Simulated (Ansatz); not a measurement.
# AlCo: elastic constants, part 2 of 2

How stiff is the crystal, and how unevenly? Runs: cell and atoms relaxed (PAW); reference run (PAW and LAPW).

Ansatz 0.2.0; DFT PBEsol.

**4. Reference run, LAPW**

input.yaml

```yaml
crystal:
  lattice:
    - [2.82309257279, 0.0, 0.0]
    - [0.0, 2.82309257279, 0.0]
    - [0.0, 0.0, 2.82309257279]
  atoms:
    - { symbol: Al, position: [0.0, 0.0, 0.0] }
    - { symbol: Co, position: [0.5, 0.5, 0.5] }
kpoints:
  mp_grid: { grid: [16, 16, 16] }
scf:
  occupations: { method: fermi_dirac, width: 0.08 }
hamiltonian:
  xc: pbesol
  pseudopotentials: { kind: all_electron, lapw: { basis_error: 0.0005 } }
elastic:
  mode: relaxed_ion
  stencil: two_point
  amplitude: 0.005
```

Command:

```bash
$ ansatz run input.yaml --threads 1 --pin off --max-ram 2560MiB --backend cpu --events-out ev --progress --plain --runs-dir out
```

Log:

```text
LAPW: plane waves up to 9.070 Å⁻¹, error target 5.0e-4 eV per atom; small_component_spin mean_spin; Al in spheres of 1.096 Å, 11 of its electrons in bands, Dirac shells []; Co in spheres of 1.276 Å, 17 of its electrons in bands, Dirac shells [] (how accurate: hamiltonian.pseudopotentials.lapw.basis_error, Limitations)
Engine: ansatz 0.2.0
Pseudopotentials: kind: all_electron
Pseudopotential: Al, LAPW, valence charge 11, lapw/all_electron/scalar/gaussian/Al, Koelling and Harmon's equation, gaussian nucleus
Pseudopotential: Co, LAPW, valence charge 17, lapw/all_electron/scalar/gaussian/Co, Koelling and Harmon's equation, gaussian nucleus
Functional definition: PBEsol
  exchange = pbesol_x
  correlation = pbesol_c
Crystal: 2 atoms, lattice volume = 22.500 Å³
Basis set: ecut = 313.4504002058581 eV, 257 PW (Γ), exchange–correlation at level 2
Bands: 18, of which v1, the nominal top of the filled ones, is band 14 counted from 1 (13 counted from 0)
Symmetry: 48 space group operations
Space group: Pm-3m (ITA 221), of the structure as read, at distance tolerance 2.8e-5 Å
k-points: 165 of 4096
Non-local potential: Al, projectors of the file, none
Non-local potential: Co, projectors of the file, none
Initial density: superposition of atomic densities (chi_scale 0.1, normalization cell, long waves kept (reshape's long-wave potential 0.00 eV rms))
Initial wavefunctions: plane waves of lowest kinetic energy (no species holds an atomic orbital)
Functional: x = pbesol(κ = 0.804, μ = 0.12345679012345678), c = pbesol(β = 0.046)
iter 1 solved again at ethr=2.42e-3 eV; its pass at ethr=1.00e-1 eV (dr2=6.77e-1 eV) is discarded
SCF iter   1: F=—  HF=-44480.591642 eV  |F-HF|=—  |Δ(HF+E_count)|=         —  Δρ=4.38e-2  dr2=6.76e-1  ethr=2.42e-3  ⟨swp⟩=2.0  Hψ=19865  notcnv=0
preconditioner: auto → none  [metal: Δε(μ)=0.086 eV  Ē_g=8.790 eV  σ=0.080 eV  W_gap=0.26  n_scr=6 (ndim 8)  ℏωp=27.1 eV  f_vac=0.000  D(μ)=0.81/eV (n_scr^D=6)  sad-step TF]
SCF iter   2: F=—  HF=-44480.860199 eV  |F-HF|=—  |Δ(HF+E_count)|=   2.69e-1  Δρ=3.17e-2  dr2=1.36e-1  ethr=2.41e-3  ⟨swp⟩=2.2  Hψ=8783  notcnv=0  recentre
SCF iter   3: F=—  HF=-44480.364899 eV  |F-HF|=—  |Δ(HF+E_count)|=   4.95e-1  Δρ=2.60e-2  dr2=2.39e-1  ethr=4.87e-4  ⟨swp⟩=2.9  Hψ=9283  notcnv=0
iter 4 solved again at ethr=4.41e-6 eV; its pass at ethr=4.87e-4 eV (dr2=1.24e-3 eV) is discarded
SCF iter   4: F=—  HF=-44480.254084 eV  |F-HF|=—  |Δ(HF+E_count)|=   1.11e-1  Δρ=3.11e-3  dr2=1.23e-3  ethr=4.41e-6  ⟨swp⟩=2.2  Hψ=14795  notcnv=0
SCF iter   5: F=—  HF=-44480.251929 eV  |F-HF|=—  |Δ(HF+E_count)|=         —  Δρ=4.96e-4  dr2=2.58e-5  ethr=4.38e-6  ⟨swp⟩=2.0  Hψ=8161  notcnv=0
the basis was enlarged: its passes take 709.9 KiB over the memory plan, 1 of 1 planned eigensolver slots
SCF iter   6: F=—  HF=-44480.251913 eV  |F-HF|=—  |Δ(HF+E_count)|=   1.67e-5  Δρ=9.61e-5  dr2=1.27e-6  ethr=9.23e-8  ⟨swp⟩=2.1  Hψ=8172  notcnv=0
SCF iter   7: F=—  HF=-44480.251913 eV  |F-HF|=—  |Δ(HF+E_count)|=   2.04e-7  Δρ=1.73e-5  dr2=8.07e-8  ethr=4.55e-9  ⟨swp⟩=2.0  Hψ=8163  notcnv=0
SCF iter   8: F=—  HF=-44480.251913 eV  |F-HF|=—  |Δ(HF+E_count)|=   9.62e-8  Δρ=4.52e-6  dr2=5.68e-9  ethr=2.88e-10  ⟨swp⟩=2.0  Hψ=8164  notcnv=0
SCF iter   9: F=—  HF=-44480.251913 eV  |F-HF|=—  |Δ(HF+E_count)|=   5.85e-9  Δρ=3.17e-7  dr2=2.71e-11  ethr=2.03e-11  ⟨swp⟩=2.1  Hψ=8180  notcnv=0
SCF iter  10: F=—  HF=-44480.251913 eV  |F-HF|=—  |Δ(HF+E_count)|=  9.46e-11  Δρ=1.82e-7  dr2=9.36e-12  ethr=1.01e-12 (applied; sched 1.00e-12)  ⟨swp⟩=2.1  Hψ=8179  notcnv=0
SCF iter  11: F=-44480.251913 eV  HF=-44480.251913 eV  |F-HF|=1.46e-11  |Δ(HF+E_count)|=  2.91e-11  Δρ=5.07e-9  dr2=7.81e-15  ethr=1.00e-12  ⟨swp⟩=2.0  Hψ=8161  notcnv=0
SCF 1 converged in 11 iterations: F = -44480.251913 eV  dr2 = 7.81e-15
Crystal: 2 atoms, lattice volume = 22.387 Å³
Basis set: ecut = 314.4996077888795 eV, 257 PW (Γ), exchange–correlation at level 2
Symmetry: 16 space group operations
k-points: 405 of 4096
Initial density: handed on by an earlier stage of this run
Initial wavefunctions: plane waves of lowest kinetic energy (no species holds an atomic orbital; no wavefunctions were taken with the density)
iter 1 solved again at ethr=1.21e-7 eV; its pass at ethr=1.00e-1 eV (dr2=3.40e-5 eV) is discarded
SCF iter   1: F=—  HF=-44480.251462 eV  |F-HF|=—  |Δ(HF+E_count)|=         —  Δρ=4.18e-4  dr2=4.74e-5  ethr=1.21e-7  ⟨swp⟩=5.3  Hψ=66050  notcnv=0
preconditioner: auto → none  [metal: Δε(μ)=0.017 eV  Ē_g=8.506 eV  σ=0.080 eV  W_gap=0.05  n_scr=6 (ndim 8)  ℏωp=27.2 eV  f_vac=0.000  D(μ)=0.81/eV (n_scr^D=6)]
SCF iter   2: F=—  HF=-44480.251746 eV  |F-HF|=—  |Δ(HF+E_count)|=   2.84e-4  Δρ=1.04e-3  dr2=3.08e-4  ethr=1.21e-7  ⟨swp⟩=3.0  Hψ=22550  notcnv=0  recentre
SCF iter   3: F=—  HF=-44480.251419 eV  |F-HF|=—  |Δ(HF+E_count)|=   3.27e-4  Δρ=1.40e-4  dr2=4.71e-6  ethr=1.21e-7  ⟨swp⟩=3.0  Hψ=21870  notcnv=0
iter 4 solved again at ethr=1.04e-10 eV; its pass at ethr=1.68e-8 eV (dr2=2.90e-8 eV) is discarded
SCF iter   4: F=—  HF=-44480.251416 eV  |F-HF|=—  |Δ(HF+E_count)|=   3.28e-6  Δρ=1.21e-5  dr2=2.93e-8  ethr=1.04e-10  ⟨swp⟩=2.9  Hψ=35856  notcnv=0
SCF iter   5: F=—  HF=-44480.251416 eV  |F-HF|=—  |Δ(HF+E_count)|=   1.37e-8  Δρ=1.68e-6  dr2=4.20e-10  ethr=1.04e-10  ⟨swp⟩=2.0  Hψ=20064  notcnv=0
SCF iter   6: F=—  HF=-44480.251416 eV  |F-HF|=—  |Δ(HF+E_count)|=  1.31e-10  Δρ=3.24e-7  dr2=9.95e-12  ethr=1.50e-12  ⟨swp⟩=2.7  Hψ=20673  notcnv=0
SCF iter   7: F=—  HF=-44480.251416 eV  |F-HF|=—  |Δ(HF+E_count)|=  4.37e-11  Δρ=5.39e-8  dr2=2.30e-13  ethr=1.00e-12  ⟨swp⟩=2.0  Hψ=20055  notcnv=0
SCF iter   8: F=-44480.251416 eV  HF=-44480.251416 eV  |F-HF|=1.46e-11  |Δ(HF+E_count)|=  4.37e-11  Δρ=6.00e-9  dr2=2.89e-15  ethr=1.00e-12  ⟨swp⟩=2.0  Hψ=20055  notcnv=0
SCF 2 converged in 8 iterations: F = -44480.251416 eV  dr2 = 2.89e-15
Crystal: 2 atoms, lattice volume = 22.612 Å³
Basis set: ecut = 312.40989975576576 eV, 257 PW (Γ), exchange–correlation at level 2
iter 1 solved again at ethr=2.52e-7 eV; its pass at ethr=1.00e-1 eV (dr2=7.06e-5 eV) is discarded
SCF iter   1: F=—  HF=-44480.251385 eV  |F-HF|=—  |Δ(HF+E_count)|=         —  Δρ=4.11e-4  dr2=4.69e-5  ethr=2.52e-7  ⟨swp⟩=5.0  Hψ=65073  notcnv=0
preconditioner: auto → none  [metal: Δε(μ)=0.009 eV  Ē_g=8.435 eV  σ=0.080 eV  W_gap=0.03  n_scr=6 (ndim 8)  ℏωp=27.1 eV  f_vac=0.000  D(μ)=0.83/eV (n_scr^D=6)]
SCF iter   2: F=—  HF=-44480.251681 eV  |F-HF|=—  |Δ(HF+E_count)|=   2.96e-4  Δρ=1.06e-3  dr2=3.21e-4  ethr=1.68e-7  ⟨swp⟩=3.0  Hψ=22231  notcnv=0  recentre
iter 3 solved again at ethr=1.52e-8 eV; its pass at ethr=1.68e-7 eV (dr2=4.26e-6 eV) is discarded
SCF iter   3: F=—  HF=-44480.251342 eV  |F-HF|=—  |Δ(HF+E_count)|=   3.39e-4  Δρ=1.33e-4  dr2=4.27e-6  ethr=1.52e-8  ⟨swp⟩=2.0  Hψ=36474  notcnv=0
SCF iter   4: F=—  HF=-44480.251339 eV  |F-HF|=—  |Δ(HF+E_count)|=   2.99e-6  Δρ=1.07e-5  dr2=2.45e-8  ethr=1.52e-8  ⟨swp⟩=2.1  Hψ=20103  notcnv=0
SCF iter   5: F=—  HF=-44480.251339 eV  |F-HF|=—  |Δ(HF+E_count)|=   9.07e-9  Δρ=1.70e-6  dr2=5.08e-10  ethr=8.73e-11  ⟨swp⟩=2.9  Hψ=20965  notcnv=0
SCF iter   6: F=—  HF=-44480.251339 eV  |F-HF|=—  |Δ(HF+E_count)|=  1.02e-10  Δρ=2.97e-7  dr2=8.96e-12  ethr=1.82e-12  ⟨swp⟩=2.5  Hψ=20345  notcnv=0
SCF iter   7: F=—  HF=-44480.251339 eV  |F-HF|=—  |Δ(HF+E_count)|=  8.00e-11  Δρ=3.29e-8  dr2=8.54e-14  ethr=1.00e-12  ⟨swp⟩=2.0  Hψ=20056  notcnv=0
SCF iter   8: F=-44480.251339 eV  HF=-44480.251339 eV  |F-HF|=2.18e-11  |Δ(HF+E_count)|=  6.55e-11  Δρ=7.64e-9  dr2=7.55e-15  ethr=1.00e-12  ⟨swp⟩=2.0  Hψ=20056  notcnv=0
SCF 3 converged in 8 iterations: F = -44480.251339 eV  dr2 = 7.55e-15
Crystal: 2 atoms, lattice volume = 22.499 Å³
Basis set: ecut = 313.4517062559947 eV, 257 PW (Γ), exchange–correlation at level 2
Symmetry: 8 space group operations
k-points: 657 of 4096
iter 1 solved again at ethr=9.27e-8 eV; its pass at ethr=1.00e-1 eV (dr2=2.60e-5 eV) is discarded
SCF iter   1: F=—  HF=-44480.251657 eV  |F-HF|=—  |Δ(HF+E_count)|=         —  Δρ=3.36e-4  dr2=2.19e-5  ethr=9.27e-8  ⟨swp⟩=5.3  Hψ=107468  notcnv=0
preconditioner: auto → none  [metal: Δε(μ)=0.030 eV  Ē_g=8.472 eV  σ=0.080 eV  W_gap=0.09  n_scr=6 (ndim 8)  ℏωp=27.1 eV  f_vac=0.000  D(μ)=0.82/eV (n_scr^D=6)]
SCF iter   2: F=—  HF=-44480.251647 eV  |F-HF|=—  |Δ(HF+E_count)|=   9.61e-6  Δρ=1.30e-4  dr2=3.25e-6  ethr=7.80e-8  ⟨swp⟩=2.0  Hψ=32516  notcnv=0
SCF iter   3: F=—  HF=-44480.251646 eV  |F-HF|=—  |Δ(HF+E_count)|=   1.07e-6  Δρ=3.46e-5  dr2=3.32e-7  ethr=1.16e-8  ⟨swp⟩=2.0  Hψ=32529  notcnv=0
SCF iter   4: F=—  HF=-44480.251646 eV  |F-HF|=—  |Δ(HF+E_count)|=   2.12e-7  Δρ=2.25e-5  dr2=1.35e-7  ethr=1.19e-9  ⟨swp⟩=2.4  Hψ=32818  notcnv=0
SCF iter   5: F=—  HF=-44480.251646 eV  |F-HF|=—  |Δ(HF+E_count)|=   1.23e-7  Δρ=8.23e-6  dr2=1.69e-8  ethr=4.83e-10  ⟨swp⟩=2.0  Hψ=32516  notcnv=0
iter 6 solved again at ethr=1.77e-12 eV; its pass at ethr=6.05e-11 eV (dr2=4.95e-10 eV) is discarded
SCF iter   6: F=—  HF=-44480.251646 eV  |F-HF|=—  |Δ(HF+E_count)|=   1.55e-8  Δρ=1.44e-6  dr2=4.95e-10  ethr=1.77e-12  ⟨swp⟩=2.0  Hψ=56491  notcnv=0
SCF iter   7: F=—  HF=-44480.251646 eV  |F-HF|=—  |Δ(HF+E_count)|=  4.15e-10  Δρ=1.53e-7  dr2=5.33e-12  ethr=1.77e-12  ⟨swp⟩=2.0  Hψ=32516  notcnv=0
SCF iter   8: F=—  HF=-44480.251646 eV  |F-HF|=—  |Δ(HF+E_count)|=  9.46e-11  Δρ=1.12e-8  dr2=1.84e-14  ethr=1.00e-12  ⟨swp⟩=2.0  Hψ=32516  notcnv=0
SCF iter   9: F=-44480.251646 eV  HF=-44480.251646 eV  |F-HF|=5.82e-11  |Δ(HF+E_count)|=  2.18e-11  Δρ=1.43e-9  dr2=1.70e-16  ethr=1.00e-12  ⟨swp⟩=2.0  Hψ=32516  notcnv=0
SCF 4 converged in 9 iterations: F = -44480.251646 eV  dr2 = 1.70e-16
iter 1 solved again at ethr=9.34e-8 eV; its pass at ethr=1.00e-1 eV (dr2=2.61e-5 eV) is discarded
SCF iter   1: F=—  HF=-44480.251657 eV  |F-HF|=—  |Δ(HF+E_count)|=         —  Δρ=3.36e-4  dr2=2.19e-5  ethr=9.34e-8  ⟨swp⟩=5.3  Hψ=107527  notcnv=0
SCF iter   2: F=—  HF=-44480.251647 eV  |F-HF|=—  |Δ(HF+E_count)|=   9.61e-6  Δρ=1.30e-4  dr2=3.25e-6  ethr=7.80e-8  ⟨swp⟩=2.0  Hψ=32516  notcnv=0
SCF iter   3: F=—  HF=-44480.251646 eV  |F-HF|=—  |Δ(HF+E_count)|=   1.07e-6  Δρ=3.45e-5  dr2=3.30e-7  ethr=1.16e-8  ⟨swp⟩=2.0  Hψ=32529  notcnv=0
SCF iter   4: F=—  HF=-44480.251646 eV  |F-HF|=—  |Δ(HF+E_count)|=   2.08e-7  Δρ=2.26e-5  dr2=1.37e-7  ethr=1.18e-9  ⟨swp⟩=2.4  Hψ=32847  notcnv=0
SCF iter   5: F=—  HF=-44480.251646 eV  |F-HF|=—  |Δ(HF+E_count)|=   1.24e-7  Δρ=8.32e-6  dr2=1.74e-8  ethr=4.88e-10  ⟨swp⟩=2.0  Hψ=32516  notcnv=0
iter 6 solved again at ethr=1.84e-12 eV; its pass at ethr=6.22e-11 eV (dr2=5.16e-10 eV) is discarded
SCF iter   6: F=—  HF=-44480.251646 eV  |F-HF|=—  |Δ(HF+E_count)|=   1.59e-8  Δρ=1.46e-6  dr2=5.16e-10  ethr=1.84e-12  ⟨swp⟩=2.0  Hψ=56491  notcnv=0
SCF iter   7: F=—  HF=-44480.251646 eV  |F-HF|=—  |Δ(HF+E_count)|=  4.66e-10  Δρ=1.54e-7  dr2=5.45e-12  ethr=1.84e-12  ⟨swp⟩=2.0  Hψ=32516  notcnv=0
SCF iter   8: F=-44480.251646 eV  HF=-44480.251646 eV  |F-HF|=3.64e-11  |Δ(HF+E_count)|=  7.28e-12  Δρ=1.01e-8  dr2=1.31e-14  ethr=1.00e-12  ⟨swp⟩=2.0  Hψ=32516  notcnv=0
SCF 5 converged in 8 iterations: F = -44480.251646 eV  dr2 = 1.31e-14
SCF converged after 11 iterations
Free energy (F): -44480.251913 eV
Harris-Foulkes:  -44480.251913 eV  (|F-HF|=1.46e-11)
Internal energy: -44480.233949 eV  (E = F + TS)
E sigma→0 (E₀):  -44480.242931 eV
Entropy (-TS):   -0.017963 eV (-8.982 meV/atom)
Fermi energy:    16.383079 eV
--- Per-component energies (eV) ---
  E_band       = -700.802588
  E_kinetic    = 45051.057374
  E_xc         = -2087.490917
  E_electrostatic = -87443.800406  (all electrons and nuclei)
  E_smearing   = -0.017963  (= −TS)
  E_closure    = 0.000000  (closes the sum)
  E_atoms      = -44465.928208  (free atoms, spherical and without spin; not in F)
  Σ components = -44480.251913   (vs F -44480.251913, Δ=0.00e0)
  Basis errors (estimates in eV, not in F): energy 1.4e-4 per atom: plane waves 1.3e-4 (6.8e-5 summed), levels above the bands 3.2e-33, relativity 8.6e-9, radial functions 1.8e-5, core shells 3.1e-10; eigenvalues (radial functions only) 6.1e-7; not estimated: angular momenta, meshes, grids; target (lapw.basis_error) 5.0e-4; muffin-tin radii Al 1.096 Å, Co 1.276 Å
--- Forces (eV/Å), atoms counted from 1 ---
  atom   1  Al    -0.00000000     0.00000000     0.00000000
  atom   2  Co    -0.00000000     0.00000000    -0.00000000
  max |Σ_I F_I| component: 8.55e-31 eV/Å
--- Stress (GPa, compression-positive) ---
       -0.069074       0.000000       0.000000
        0.000000      -0.069074       0.000000
        0.000000       0.000000      -0.069074
  P = ⅓ Tr σ = -0.0691 GPa (-0.691 kbar)
--- Band table (eV; the first three rows and the last of 165) ---
  k-point 0: bands = ["-85.6933", "-78.0558", "-47.3651", "-47.3651", "-47.3651", "-41.4903", "-41.4903", "-41.4903", "5.1221", "13.2877", "13.2877", "15.5647", "15.5647", "15.5647", "22.4795", "22.4795", "22.4795", "25.2911"]
  k-point 1: bands = ["-85.6933", "-78.0557", "-47.3656", "-47.3650", "-47.3650", "-41.4922", "-41.4902", "-41.4902", "5.1979", "13.2816", "13.3092", "15.5222", "15.5222", "15.5692", "21.7299", "22.5861", "22.5861", "25.2784"]
  k-point 2: bands = ["-85.6931", "-78.0553", "-47.3672", "-47.3648", "-47.3648", "-41.4976", "-41.4899", "-41.4899", "5.4242", "13.2471", "13.3713", "15.4054", "15.4054", "15.5819", "20.3905", "22.8958", "22.8958", "25.2407"]
  k-point 164: bands = ["-85.6896", "-78.0454", "-47.3767", "-47.3767", "-47.3767", "-41.5300", "-41.5300", "-41.5300", "12.3346", "12.3346", "12.3346", "16.1965", "16.1965", "18.7530", "18.7530", "18.7530", "20.7763", "21.9372"]
--- Elastic constants: 2 strain directions × 2 members + reference (group order 48) ---
  dense FFT box of the reference and of every strained cell: 18×18×18
  strains applied: 11, 23; error gains: componentwise 1.00 (the most a stress slope's error grows in a printed constant), spectral 1.73 (1 for all six strains in a standard setting)
  C = ∂σ_k/∂η_j (tension-positive GPa; Voigt order 11 22 33 23 13 12):
       304.867    136.068    136.068     -0.000     -0.000     -0.000
       136.068    304.867    136.068     -0.000     -0.000     -0.000
       136.068    136.068    304.867     -0.000     -0.000     -0.000
        -0.000      0.000      0.000    151.995      0.000      0.000
         0.000      0.000     -0.000     -0.000    151.995      0.000
        -0.000      0.000      0.000      0.000      0.000    151.995
  reference stress σ⁰ (GPa):      0.069      0.069      0.069      0.000      0.000      0.000
  no Pulay correction (none for the plane-wave cutoff is built on LAPW): the batch's stresses and constants are at fixed plane waves
  C* (energy form; C + prestress term) asymmetry max|C*_kj − C*_jk| = 5.684e-14 GPa — a small one proves nothing (zero by symmetry where the batch's group is 432, −43m or m−3m); a large one is finite-difference/SCF noise where every solve meets its electron count
  moduli (Voigt/Reuss/Hill, GPa): K = 192.33/192.33/192.33   G = 124.96/115.12/120.04   E = 298.10   ν = 0.242
  mechanically stable: yes (min eigenvalue of sym C = 151.99 GPa)
  where every solve meets its electron count the energy-path curvature estimates C_jj along a normal strain and C_jj − ¼(σ⁰_aa + σ⁰_bb) along a shear (ab), closely only under elastic.basis: deformed
  strain η (Voigt 11):  stress-route row diagonal C_11 = 304.87 GPa, energy-path curvature d²(F+E_count)/dδ²/Ω₀ = 304.82 GPa
         δ    σ_11 (GPa)             F (eV)   n_scf  n_hpsi   n_pw
    -5.000e-3      -1.4991      -44480.2514157       8  231955    300   relax 0 steps, max|allowed force component| 1.68e-30 eV/Å
     5.000e-3       1.5495      -44480.2513394       8  230071    300   relax 0 steps, max|allowed force component| 0.00e0 eV/Å
  strain η (Voigt 23):  stress-route row diagonal C_44 = 151.99 GPa, energy-path curvature d²(F+E_count)/dδ²/Ω₀ = 151.96 GPa
         δ    σ_23 (GPa)             F (eV)   n_scf  n_hpsi   n_pw
    -5.000e-3      -0.7600      -44480.2516459       9  399544    300   relax 0 steps, max|allowed force component| 1.97e-31 eV/Å
     5.000e-3       0.7600      -44480.2516459       8  367100    300   relax 0 steps, max|allowed force component| 8.38e-31 eV/Å
```

It took 5.5 min on 1 thread of Arm Neoverse V1, shared host; peak memory 1.5 GiB.

C in GPa (Voigt order xx, yy, zz, yz, xz, xy):

```
304.9 136.1 136.1   0.0   0.0   0.0
136.1 304.9 136.1   0.0   0.0   0.0
136.1 136.1 304.9   0.0   0.0   0.0
  0.0   0.0   0.0 152.0   0.0   0.0
  0.0   0.0   0.0   0.0 152.0   0.0
  0.0   0.0   0.0   0.0   0.0 152.0
```

**5. Side by side**

```
               run    C11    C12    C44      K      G      E  Poisson ratio
 ions relaxed, PAW  306.0  136.8  152.0  193.2  120.1  298.5          0.242
ions relaxed, LAPW  304.9  136.1  152.0  192.3  120.0  298.1          0.242
```

Constants and moduli in GPa; K, G and E are Hill averages.

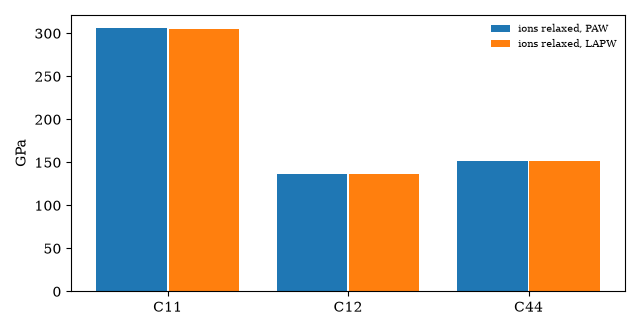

Elastic constants by run.

**6. Results**

The summary covers parts 1 to 2.

| quantity | value |
| --- | --- |
| C11 (PAW) | 306 GPa |
| C12 (PAW) | 137 GPa |
| C44 (PAW) | 152 GPa |
| bulk, shear and Young's modulus | 193, 120, 299 GPa |
| Debye temperature from sound speeds | 637 K |
| universal anisotropy index | 0.42 |

What this shows: All eigenvalues are positive, so the crystal is mechanically stable; by PAW K = 193 and G = 120 GPa, K/G = 1.61, on the brittle side of Pugh's rough line at 1.75, which was drawn for metals. Young's modulus runs from 221 to 361 GPa with direction. Cautions: frozen-core PAW files fitted under PBE, their cores solved anew for the functional of the run; responses of metals move with mesh and smearing.
